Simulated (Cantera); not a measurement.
Feed: 1 mol AlN, 20 mol F2, 5.3 mol H2, 21 mol H2O, held at 1948.15 K.

Cantera equilibrium calculation (NASA polynomials, part measured and part estimated; ideal gas, pure solids and liquids). Candidate condensed phases: Al, AlF3, AlN, Al2O3, H2O; 57 gas species. The tables' values for AlOF are old estimates; treat these amounts as uncertain. Equilibrium is a limit: real reactors are often held back by kinetics, nucleation or transport.

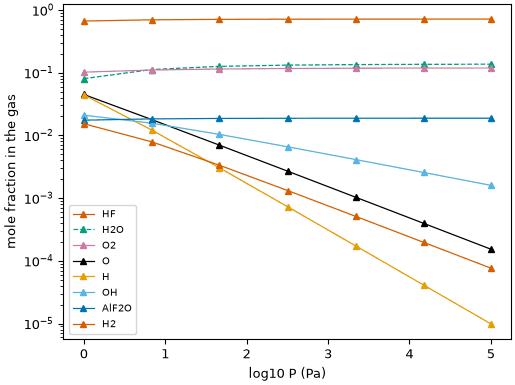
*Equilibrium gas composition (values under 1e-9 drawn at 1e-9)*

### Question
Read off the mole fractions at 2.40 Torr.

### Answer
HF about 0.71, H2O about 0.13, O2 about 0.12, AlF2O about 0.019, OH about 0.0066, O about 0.0027, H2 about 0.0013, H about 0.00073.
